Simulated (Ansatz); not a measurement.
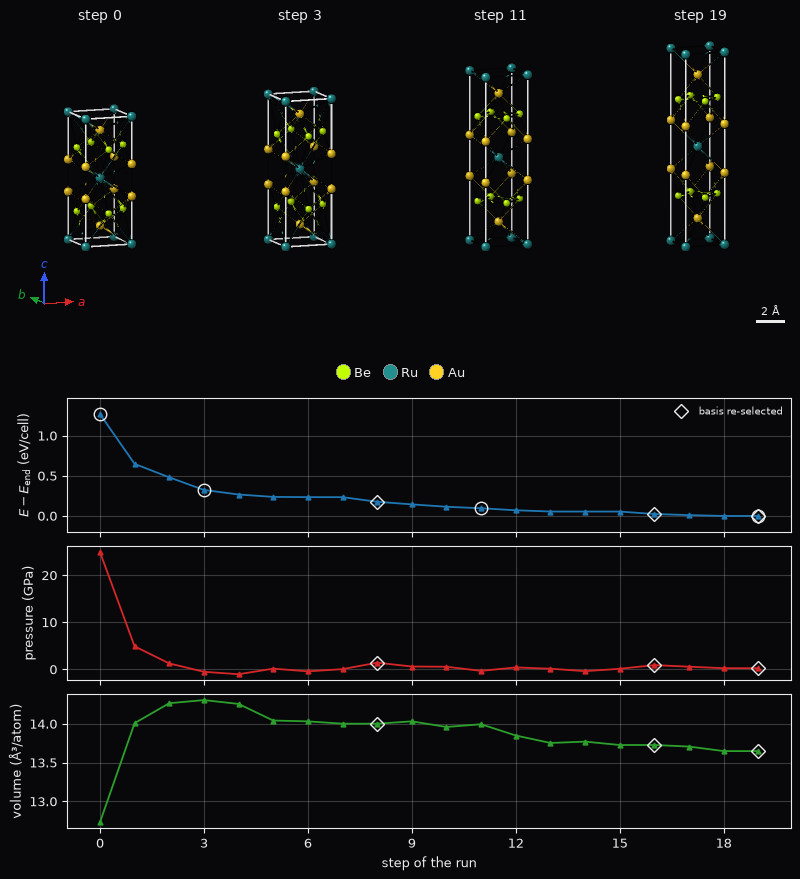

Frames of a relaxation of solid Be2RuAu2 (built on the ThCr2Si2 type) (coarse preliminary run), marked on the history of the run. A ball-and-stick model of the conventional cell (2 times the calculation's cell), seen slightly off an axis. Lengths and directions refer to the drawn axes.

Case: ThCr2Si2 type (I4/mmm, No. 139).

Theory: DFT PBE, scalar-relativistic, plane waves, PAW (Ansatz). (plane-wave cutoff 420 eV; k-point mesh 6 × 6 × 6; occupations gaussian; smearing width 0.1 eV; no spin polarisation; cell and atoms relaxed; force threshold 0.04 eV/Å; at most 70 steps)

What happens along the run?

Answer. The largest moves relative to the cell, 0.012 Å, are those of Au atoms. Ru and Be stay in place. The drawn cell changes as follows: a = b 3.647 → 3.077 Å (−15.6 %), c 9.570 → 14.418 Å (+50.7 %); the volume changes by +7.2 %. Some distances before and after: Au–Au 2.412 → 3.657 Å, Be–Ru 3.008 → 3.919 Å, Ru–Ru 3.647 → 3.077 Å, Be–Be 2.579 → 2.176 Å. Bonds break, among them: Au–Au (2.41 → 3.66 Å). Among the angles between lasting bonds that change: Au–Be–Au 113.9° → 81.8°, Au–Be–Au 107.3° → 124.8°. The space group stays I4/mmm (No. 139). Over 16 accepted moves (19 points after the start) the energy falls by 1.270 eV per cell of the calculation. Largest force component: 1.2 eV/Å at the start, 0.03 eV/Å at the end. Pressure: 24.96 GPa at the start and 0.26 GPa at the end. The SCF was repeated 3 times at an unchanged geometry on a basis and grid sized afresh for the cell, which shifted the energy by 57.7 meV per cell of the calculation at most. The run took 85 s on 1 thread of Arm Neoverse V1, on a shared host, peak memory 0.38 GiB. From step 0 to 3: Au atoms move most (0.06 Å), volume +12.4 %, energy −0.946 eV per cell of the calculation. From step 3 to 11: volume −2.2 %, energy −0.228 eV per cell of the calculation. From step 11 to 19: Au atoms move most (0.08 Å), volume −2.5 %, energy −95.7 meV per cell of the calculation.

```
step  E − E(0), meV/atom  largest force component, eV/Å  pressure, GPa  volume, Å³/atom                      note
   0                0.00                         1.2386          24.96           12.731                          
   1             -124.22                         0.9792           4.90           14.009                          
   2             -157.81                         0.6221           1.27           14.267                          
   3             -189.24                         0.1245          -0.51           14.307                          
   4             -200.59                         0.2067          -1.03           14.257                          
   5             -206.58                         0.0178           0.16           14.043                          
   6             -207.13                         0.0167          -0.42           14.033                          
   7             -207.21                         0.0015           0.05           14.003                          
   8             -218.76                         0.0007           1.43           14.003  same geometry, new basis
   9             -225.21                         0.0279           0.61           14.033                          
  10             -231.14                         0.1905           0.56           13.960                          
  11             -234.92                         0.0330          -0.32           13.995                          
  12             -239.89                         0.0374           0.41           13.850                          
  13             -243.05                         0.0659           0.15           13.754                          
  14             -243.10                         0.0403          -0.38           13.771                          
  15             -243.16                         0.0016           0.12           13.728                          
  16             -249.17                         0.0005           0.91           13.728  same geometry, new basis
  17             -251.96                         0.0230           0.57           13.708                          
  18             -254.04                         0.0304           0.25           13.649                          
  19             -254.05                         0.0303           0.26           13.649  same geometry, new basis
```
